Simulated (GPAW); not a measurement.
**Optical response of TiPt3**

Aim: the dielectric function of TiPt3, and the optical constants that follow from it. The cell comes from an older database entry, whose edges can differ from later determinations, mostly by under a per cent.

Main program and level: GPAW 26.7.0; DFT, PBE, plane-wave PAW (GPAW data sets), scalar-relativistic, RPA, optical limit.

The database entry behind the starting cell is an old determination (1943), so it need not match the best structure at ambient conditions.

**1. Starting point**

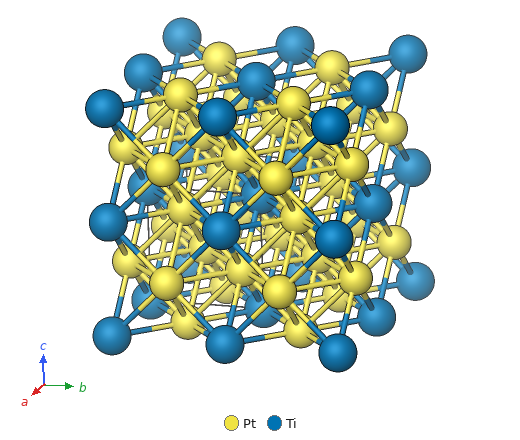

The starting structure, seen slightly off an axis (platinum yellow, titanium blue). 2×2×2 cells are drawn. Some periodic images of atoms are drawn too.

**2. Ground state**

First the ground state: is it a metal or has it a gap?

This step: DFT, PBE, plane-wave PAW (GPAW data sets), scalar-relativistic, ground state (GPAW 26.7.0).

The input, gs.py:

```python
from ase import Atoms
from ase.dft.bandgap import bandgap
from gpaw import GPAW, PW, FermiDirac

atoms = Atoms(['Pt', 'Pt', 'Pt', 'Ti'],
              cell=[[3.897000000000, 0.000000000000, 0.000000000000],
                    [0.000000000000, 3.897000000000, 0.000000000000],
                    [0.000000000000, 0.000000000000, 3.897000000000]],
              scaled_positions=[[0.500000000000, 0.500000000000, 0.000000000000],
                                [0.500000000000, 0.000000000000, 0.500000000000],
                                [0.000000000000, 0.500000000000, 0.500000000000],
                                [0.000000000000, 0.000000000000, 0.000000000000]],
              pbc=[True, True, True])
atoms.calc = GPAW(mode=PW(500), xc='PBE', kpts={'size': (6, 6, 6), 'gamma': True},
                  occupations=FermiDirac(0.05), maxiter=150, txt='gs.txt')
print('energy (eV)', atoms.get_potential_energy())
print('Fermi level (eV)', atoms.calc.get_fermi_level())
print('valence electrons', atoms.calc.get_number_of_electrons())
print('gap (eV)', bandgap(atoms.calc, output=None)[0])
print('direct gap (eV)', bandgap(atoms.calc, direct=True, output=None)[0])
atoms.calc.write('gs.gpw')
```

On the command line:

```console
> OMP_NUM_THREADS=1 python gs.py
```

Numbers of over 12 decimals in the logs are rounded to 6 here.

The log of the run:

```text
__  _  _
 | _ |_)|_||  |
 |__||  | ||/\| - 26.7.0

Versions:
  Python: 3.12.14
  ASE:    3.29.0
  Numpy:  2.5.5
  Scipy:  1.18.1
  Libxc:  7.0.0

Input parameters:
  mode=PW(ecut=500.0),
  kpts=MonkhorstPack(size=(6, 6, 6), gamma=True),
  maxiter=150,
  occupations=Occupations(name='fermi-dirac', width=0.05, fixmagmom=False),
  xc=XC(name='PBE')

Diagonalizing LCAO Hamiltonian
Converting LCAO to pw mode
   .---------.
  /|         |
 * |         |
 |Pt         |
 | |         |
 | .--Pt-----.
 |/    Pt   /
 Ti--------*

Atoms  # Å, Bohr magnetons
|   | symbol |        x |        y |        z |    initial magnetic moments |
| 0 |     Pt | 1.948500 | 1.948500 | 0.000000 | ( 0.0000,  0.0000,  0.0000) |
| 1 |     Pt | 1.948500 | 0.000000 | 1.948500 | ( 0.0000,  0.0000,  0.0000) |
| 2 |     Pt | 0.000000 | 1.948500 | 1.948500 | ( 0.0000,  0.0000,  0.0000) |
| 3 |     Ti | 0.000000 | 0.000000 | 0.000000 | ( 0.0000,  0.0000,  0.0000) |

Unit cell  # Å
| periodic |        x |        y |        z |  lengths |    angles |
|      yes | 3.897000 | 0.000000 | 0.000000 | 3.897000 | 90.000000 |
|      yes | 0.000000 | 3.897000 | 0.000000 | 3.897000 | 90.000000 |
|      yes | 0.000000 | 0.000000 | 3.897000 | 3.897000 | 90.000000 |

Number of symmetries: 48
Symmetry operations  # r_c * U_cc + t_c -> r_c
|    | kind |            matrix            |
|  0 |  E   |  1, 0, 0,  0, 1, 0,  0, 0, 1 |
|  1 |  σ   |  1, 0, 0,  0, 1, 0,  0, 0,-1 |
|  2 |  σ   |  1, 0, 0,  0, 0, 1,  0, 1, 0 |
|  3 |  C4  |  1, 0, 0,  0, 0, 1,  0,-1, 0 |
|  4 |  C4  |  1, 0, 0,  0, 0,-1,  0, 1, 0 |
|  5 |  σ   |  1, 0, 0,  0, 0,-1,  0,-1, 0 |
|  6 |  σ   |  1, 0, 0,  0,-1, 0,  0, 0, 1 |
|  7 |  C2  |  1, 0, 0,  0,-1, 0,  0, 0,-1 |
|  8 |  σ   |  0, 1, 0,  1, 0, 0,  0, 0, 1 |
|  9 |  C2  |  0, 1, 0,  1, 0, 0,  0, 0,-1 |
| 10 |  C3  |  0, 1, 0,  0, 0, 1,  1, 0, 0 |
| 11 |  S6  |  0, 1, 0,  0, 0, 1, -1, 0, 0 |
| 12 |  S6  |  0, 1, 0,  0, 0,-1,  1, 0, 0 |
| 13 |  C3  |  0, 1, 0,  0, 0,-1, -1, 0, 0 |
| 14 |  C4  |  0, 1, 0, -1, 0, 0,  0, 0, 1 |
| 15 |  S4  |  0, 1, 0, -1, 0, 0,  0, 0,-1 |
| 16 |  C3  |  0, 0, 1,  1, 0, 0,  0, 1, 0 |
| 17 |  S6  |  0, 0, 1,  1, 0, 0,  0,-1, 0 |
| 18 |  σ   |  0, 0, 1,  0, 1, 0,  1, 0, 0 |
| 19 |  C4  |  0, 0, 1,  0, 1, 0, -1, 0, 0 |
| 20 |  C2  |  0, 0, 1,  0,-1, 0,  1, 0, 0 |
| 21 |  S4  |  0, 0, 1,  0,-1, 0, -1, 0, 0 |
| 22 |  S6  |  0, 0, 1, -1, 0, 0,  0, 1, 0 |
| 23 |  C3  |  0, 0, 1, -1, 0, 0,  0,-1, 0 |
| 24 |  S6  |  0, 0,-1,  1, 0, 0,  0, 1, 0 |
| 25 |  C3  |  0, 0,-1,  1, 0, 0,  0,-1, 0 |
| 26 |  C4  |  0, 0,-1,  0, 1, 0,  1, 0, 0 |
| 27 |  σ   |  0, 0,-1,  0, 1, 0, -1, 0, 0 |
| 28 |  S4  |  0, 0,-1,  0,-1, 0,  1, 0, 0 |
| 29 |  C2  |  0, 0,-1,  0,-1, 0, -1, 0, 0 |
| 30 |  C3  |  0, 0,-1, -1, 0, 0,  0, 1, 0 |
| 31 |  S6  |  0, 0,-1, -1, 0, 0,  0,-1, 0 |
| 32 |  C4  |  0,-1, 0,  1, 0, 0,  0, 0, 1 |
| 33 |  S4  |  0,-1, 0,  1, 0, 0,  0, 0,-1 |
| 34 |  S6  |  0,-1, 0,  0, 0, 1,  1, 0, 0 |
| 35 |  C3  |  0,-1, 0,  0, 0, 1, -1, 0, 0 |
| 36 |  C3  |  0,-1, 0,  0, 0,-1,  1, 0, 0 |
| 37 |  S6  |  0,-1, 0,  0, 0,-1, -1, 0, 0 |
| 38 |  σ   |  0,-1, 0, -1, 0, 0,  0, 0, 1 |
| 39 |  C2  |  0,-1, 0, -1, 0, 0,  0, 0,-1 |
| 40 |  σ   | -1, 0, 0,  0, 1, 0,  0, 0, 1 |
| 41 |  C2  | -1, 0, 0,  0, 1, 0,  0, 0,-1 |
| 42 |  C2  | -1, 0, 0,  0, 0, 1,  0, 1, 0 |
| 43 |  S4  | -1, 0, 0,  0, 0, 1,  0,-1, 0 |
| 44 |  S4  | -1, 0, 0,  0, 0,-1,  0, 1, 0 |
| 45 |  C2  | -1, 0, 0,  0, 0,-1,  0,-1, 0 |
| 46 |  C2  | -1, 0, 0,  0,-1, 0,  0, 0, 1 |
| 47 |  i   | -1, 0, 0,  0,-1, 0,  0, 0,-1 |

BZ-sampling:
  Number of BZ points: 216
  Number of IBZ points: 20

  Monkhorst-Pack size: [6, 6, 6]
  Monkhorst-Pack shift: [0.083333, 0.083333, 0.083333]

K-points  # in reciprocal-cell coordinates
|     |                                coordinates |     weight |
|   0 | (  0.00000000,   0.00000000,   0.00000000) | 0.00462963 |
|   1 | (  0.16666667,   0.00000000,   0.00000000) | 0.02777778 |
|   2 | (  0.16666667,   0.16666667,   0.00000000) | 0.05555556 |
|   3 | (  0.16666667,   0.16666667,   0.16666667) | 0.03703704 |
|   4 | (  0.33333333,   0.00000000,   0.00000000) | 0.02777778 |
|   5 | (  0.33333333,   0.16666667,   0.00000000) | 0.11111111 |
|   6 | (  0.33333333,   0.16666667,   0.16666667) | 0.11111111 |
|   7 | (  0.33333333,   0.33333333,   0.00000000) | 0.05555556 |
|   8 | (  0.33333333,   0.33333333,   0.16666667) | 0.11111111 |
|   9 | (  0.33333333,   0.33333333,   0.33333333) | 0.03703704 |
| ... |                                            |            |
|  19 | (  0.50000000,   0.50000000,   0.50000000) | 0.00462963 |

Plane wave coefficients: 1518
Cutoff: 500.0 eV

Spin-components: 1 (collinear spins)
Bands:           40
Projectors:      24
Spin-degeneracy: 2
Datatype:        complex128

Parallelization:
  kpt:    1
  domain: 1
  band:   1

Density:
  Valence electrons: 60.0
  Components: 1
  Grid points: [21 21 21]
  Charge: 0.0  # |e|

Potential:
  Grid points: [21 21 21]

species:
  Pt:
    name:    Platinum
    id:
    Z:       78.0
    valence: 16
    core:    62
    charge:  0.0  # [|e|]
    compensation charges:
      type: gauss
      rc: 0.41  # [Å]
      lmax: 2
    cutoffs:
      filter: 2.26  # [Å]
      core: 2.26  # [Å]
    projectors
    | kind |    occ | energy [eV] | rcut [Å] |
    |   6s |  1.000 |      -5.628 |    1.307 |
    |   5p |  6.000 |     -56.051 |    1.371 |
    |   6p |  0.000 |      -0.845 |    1.371 |
    |   5d |  9.000 |      -6.153 |    1.307 |
    |    s |        |      21.583 |    1.307 |
    |    d |        |      21.058 |    1.307 |

    Using partial waves for Pt as LCAO basis

  Ti:
    name:    Titanium
    id:
    Z:       22.0
    valence: 12
    core:    10
    charge:  0.0  # [|e|]
    compensation charges:
      type: gauss
      rc: 0.38  # [Å]
      lmax: 2
    cutoffs:
      filter: 2.23  # [Å]
      core: 1.02  # [Å]
    projectors
    | kind |    occ | energy [eV] | rcut [Å] |
    |   3s |  2.000 |     -62.623 |    1.270 |
    |   4s |  2.000 |      -4.466 |    1.270 |
    |   3p |  6.000 |     -38.862 |    1.058 |
    |   4p |  0.000 |      -1.466 |    1.058 |
    |   3d |  2.000 |      -4.258 |    1.058 |
    |    d |        |      22.953 |    1.058 |

    Using partial waves for Ti as LCAO basis

Reference energy: -1524350.102584  # eV

eigensolver:
  PPCG
  Converge bands: occupied
  niter=2

density mixing:
  MSR1-Mixer
  Pratt-step length: 0.05
  Maximum mixing coefficient: 0.75
  Old densities: 10
  SVD Regularization: 0.005
  Good broyden scale: 1.0
  Trust region scale: 1.0
  Backstep threshold: 4.0
  History deletion threshold: 6.0
  Fourier metric: weight=20.0, sigma=0.015

occupation numbers:
  Fermi-Dirac:
    width: 0.0500  # eV

poisson solver:
  ecut: 4000.0  # eV

xc functional:
  name: PBE with 2 nearest neighbor stencil

convergence criteria:
- Maximum [total energy] change in last 3 cyles: 0.0005 eV / valence electron
- Maximum integral of absolute [dens]ity change: 0.0001 electrons / valence electron
- Maximum integral of absolute [eigenst]ate change: 4e-08 eV^2 / valence electron
maximum number of iterations: 150

SCF iterations
|iter     |      energy | eigst |  dens |
|iter:   1||  -32.105754 | +0.29 |       |
|iter:   2||  -30.981220 | -1.69 | -1.01 |
|iter:   3||  -30.051897 | -1.96 | -1.18 |
|iter:   4||  -29.299532 | -1.63 | -1.34 |
|iter:   5||  -29.251075 | -2.57 | -1.84 |
|iter:   6||  -29.244259 | -3.08 | -2.27 |
|iter:   7||  -29.246266c| -3.10 | -2.58 |
|iter:   8||  -29.246424c| -5.00 | -3.38 |
|iter:   9||  -29.246412c| -5.00 | -3.54 |
|iter:  10||  -29.246382c| -6.44 | -4.16c|
|iter:  11||  -29.246367c| -7.56c| -4.54c|

Converged in 11 steps
SCF loop duration: 27.488 s (2.499 s/step)
Energy contributions relative to reference atoms: (reference = -1524350.102584)

Energy contributions:
  Kinetic:          -2.354429
  Coulomb:          -4.244284
  Zero:             -1.478583
  External:          0.000000
  Xc:              -21.161979
  Entropy:          -0.014184
  Spinorbit:         0.000000
  ----------------------------
  Free energy:     -29.253458
  Extrapolated:    -29.246367

dipole moment: (-25.843450, -25.843450, -25.843450)  # |e|*Ang

Fermi level: 12.611
Eigenvalues  # (at kpt = [0.000, 0.000, 0.000])
| band index |      eig [eV] | occ [0-2] |
|          0 |       -45.580 |     2.000 |
|        ... |               |           |
|         21 |         8.964 |     2.000 |
|         22 |         8.964 |     2.000 |
|         23 |        10.885 |     2.000 |
|         24 |        10.885 |     2.000 |
|         25 |        12.023 |     2.000 |
|         26 |        12.604 |     1.075 |
|         27 |        12.604 |     1.075 |
|         28 |        12.604 |     1.075 |
|         29 |        13.976 |     0.000 |
|         30 |        13.976 |     0.000 |
|         31 |        14.220 |     0.000 |
|         32 |        14.220 |     0.000 |
|         33 |        14.220 |     0.000 |
|         34 |        14.612 |     0.000 |
|         35 |        14.612 |     0.000 |
|         36 |        14.612 |     0.000 |
|        ... |               |           |
|         39 |        24.568 |     0.000 |

No gap
No difference between direct/indirect transitions

--- standard output ---
energy (eV) -29.246367
Fermi level (eV) 12.611493
valence electrons 60.0
gap (eV) 0.0
direct gap (eV) 0.0
```

Wall time 31 s (1 thread of Arm Neoverse V1, shared host); peak memory 0.17 GiB.

This step gave:

* energy: -29.25 eV
* Fermi energy: 12.61 eV
* electrons: 60

There are states at the Fermi level within the smearing, so the occupations stay smeared and the carriers get a Drude term.

**3. Bands for the response**

The response needs many more empty bands than the density does.

This step: DFT, PBE, plane-wave PAW (GPAW data sets), scalar-relativistic, bands at fixed density (GPAW 26.7.0).

The input, nscf.py:

```python
from ase.dft.bandgap import bandgap
from gpaw import GPAW, FermiDirac

calc = GPAW('gs.gpw').fixed_density(kpts={'size': (11, 11, 11), 'gamma': True}, nbands=65, convergence={'bands': 59},
                                    occupations=FermiDirac(0.05), txt='nscf.txt')
print('gap (eV)', bandgap(calc, output=None)[0])
print('direct gap (eV)', bandgap(calc, direct=True, output=None)[0])
print('top band over the Fermi level (eV)', min(calc.get_eigenvalues(kpt=k)[58] for k in range(len(calc.get_ibz_k_points()))) - calc.get_fermi_level())
calc.write('full.gpw', mode='all')
```

On the command line:

```console
> OMP_NUM_THREADS=1 python nscf.py
```

The log of the run:

```text
Diagonalizing LCAO Hamiltonian
Converting LCAO to pw mode
convergence criteria:
- Maximum integral of absolute [eigenst]ate change: 4e-08 eV^2 / valence electron
maximum number of iterations: 150

SCF iterations
|iter     |      energy | eigst |  dens |
|iter:   1||             | +2.64 |       |
|iter:   2||             | +1.18 |       |
|iter:   3||             | -0.28 |       |
|iter:   4||             | -1.40 |       |
|iter:   5||             | -2.44 |       |
|iter:   6||             | -3.26 |       |
|iter:   7||             | -4.22 |       |
|iter:   8||             | -5.14 |       |
|iter:   9||             | -6.18 |       |
|iter:  10||             | -7.05 |       |
|iter:  11||             | -7.58c|       |
SCF steps: 11
  __  _  _
 | _ |_)|_||  |
 |__||  | ||/\| - 26.7.0

Versions:
  Python: 3.12.14
  ASE:    3.29.0
  Numpy:  2.5.5
  Scipy:  1.18.1
  Libxc:  7.0.0

Input parameters:
  mode=PW(ecut=500.0),
  convergence={'bands': 59},
  gpts=array([21, 21, 21]),
  kpts=MonkhorstPack(size=(11, 11, 11), gamma=True),
  maxiter=150,
  nbands=65,
  occupations=Occupations(name='fermi-dirac', width=0.05, fixmagmom=False),
  parallel={},
  xc=XC(name='PBE')

--- standard output ---
gap (eV) 0.0
direct gap (eV) 0.0
top band over the Fermi level (eV) 26.361510
```

Wall time 2 min (1 thread); peak memory 0.27 GiB.

(Part 1 of 2 ends here.)

[Machine, clock and banner lines and Python warnings are left out of the logs.]

[Logs are printed without paths, hosts, clocks, repeated set-up lines and the standing remarks that a program may print on its own settings, such as how far it seeks lower states.]

[Hosts, paths, dates, database ids (printed as entryN), source tags and the programs' standing remarks are cut or masked in the printed files.]
